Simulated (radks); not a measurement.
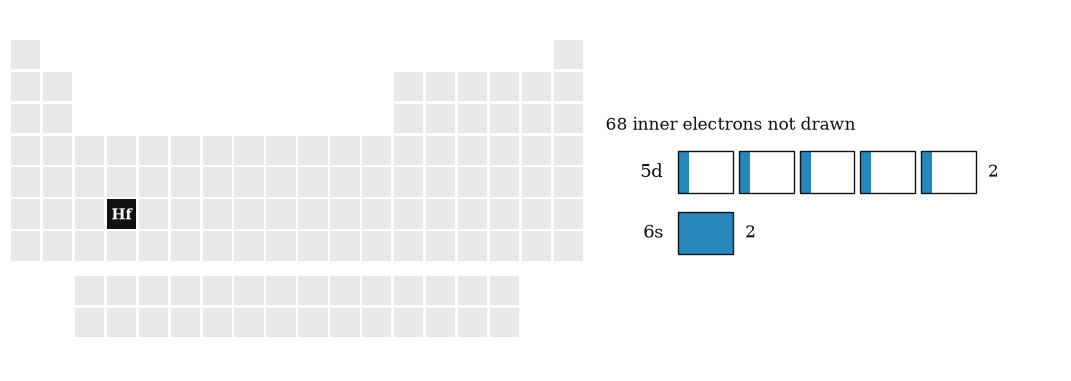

Figure 1. Left, the place of hafnium in the periodic table; right, the outer shells as the input fills them: a box for each of the 2l + 1 orbitals, shaded by the share of the shell that is filled, with the electron count at the right.

# Atomic calculation for Hf

- system: a free Hf atom in the configuration [Xe] 4f14 5d2 6s2 (high spin).
- method: scalar-relativistic Kohn-Sham, BLYP, spin-polarised, spherical densities, finite nucleus (the in-house radial solver radks)

The input:
```
Z 72
configuration [Xe] 4f14 5d2 6s2
relativity scalar-relativistic
functional b88,lyp
spin polarised
nucleus finite rms 5.347 fm
c 137.035999084
```

Energies in input and log are in hartree, lengths in bohr (the nuclear radius in fm).

Log:
```
1s      1   1.0000       -2398.69999351
2s      1   1.0000        -410.24118070
2p      1   3.0000        -360.31128944
3s      1   1.0000         -93.45659793
3p      1   3.0000         -78.53487742
3d      1   5.0000         -60.84761281
4s      1   1.0000         -18.80862871
4p      1   3.0000         -13.91156704
4d      1   5.0000          -7.57814534
4f      1   7.0000          -0.60582752
5s      1   1.0000          -2.45814270
5p      1   3.0000          -1.30763030
5d      1   2.0000          -0.10560716
6s      1   1.0000          -0.19133844
1s      2   1.0000       -2398.70007727
2s      2   1.0000        -410.23920388
2p      2   3.0000        -360.30973566
3s      2   1.0000         -93.45637936
3p      2   3.0000         -78.53457068
3d      2   5.0000         -60.84657263
4s      2   1.0000         -18.80733867
4p      2   3.0000         -13.91038353
4d      2   5.0000          -7.57662123
4f      2   7.0000          -0.60053529
5s      2   1.0000          -2.43765756
5p      2   3.0000          -1.27947313
5d      2   0.0000          -0.07383053
6s      2   1.0000          -0.16844024
Etot -15077.095055686521
Ekin 16514.824879051106
Encl -37189.77730738165
Eh 5906.328223038825
Exc -308.47085039480277
err 6.31944458943343e-09
it 16
```

Slater integrals of the outer shells (hartree):

| integral | value |
| --- | --- |
| F0(5d,5d) | 0.3724 |
| F2(5d,5d) | 0.1809 |
| F4(5d,5d) | 0.1154 |
| F0(5d,6s) | 0.2988 |
| G2(5d,6s) | 0.1025 |
| F0(5d,4f) | 0.5040 |
| F2(5d,4f) | 0.1014 |
| F4(5d,4f) | 0.0463 |

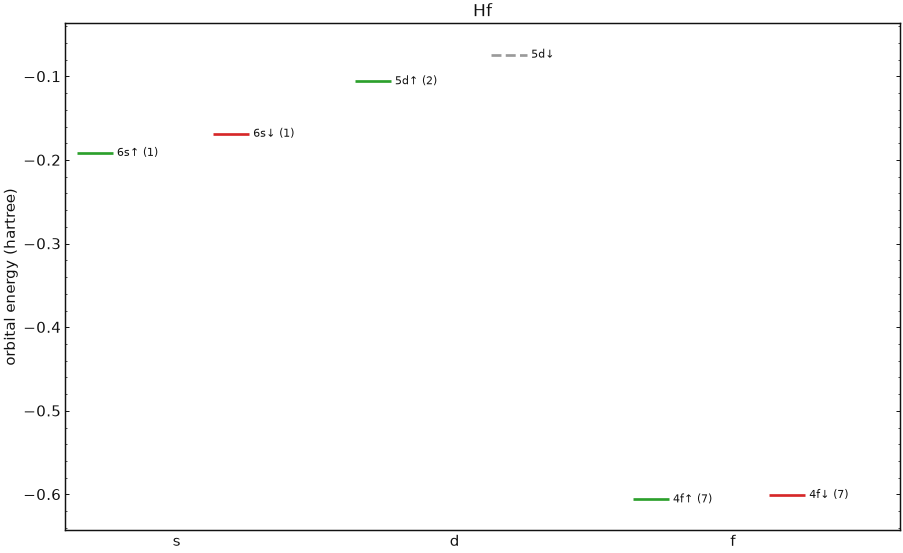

Figure 2. The outer levels are drawn by angular momentum (occupations in brackets, up spins at the left of each column and down spins at the right, empty levels dashed). The highest occupied level is 5d up at −0.106 hartree. The highest 3 occupied levels, from the top down, are 5d up (−0.106 hartree), 6s down (−0.168 hartree), 6s up (−0.191 hartree). The lowest empty level drawn is 5d down at −0.0738 hartree. The largest exchange splitting (down less up) among the shells drawn in both spins is that of 5d, 0.0318 hartree.

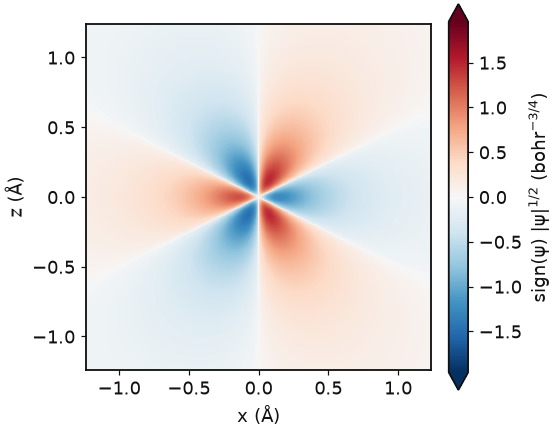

Figure 3. One occupied orbital of up spin is shown. In the xz plane through the nucleus, the colour gives the signed square root of ψ. (1 bohr = 0.529 Å.) The radial function comes from the spherical calculation and is multiplied by a real spherical harmonic; the overall sign is chosen so that the largest lobe of P(r) is positive; at the scalar-relativistic level it is the large component. It is 4f(xz²) of up spin. It has the nodal plane yz and two cones about z and no radial node. The maximum of P² lies at 0.454 bohr, ⟨r⟩ = 0.680 bohr, 90 % of the charge lies within 1.15 bohr, and the eigenvalue is −16.5 eV, with 7 electrons in the shell for this spin.

Key numbers:

```
                       quantity                      value
                        outcome                  converged
                   total energy        −15077.0951 hartree
                 kinetic energy         16514.8249 hartree
        electron–nucleus energy        −37189.7773 hartree
                 Hartree energy          5906.3282 hartree
    exchange–correlation energy        −308.470850 hartree
radius at density 0.001 e/bohr³                  4.98 bohr
                 SCF iterations                         16
                       hardware  1 CPU thread, shared host
```
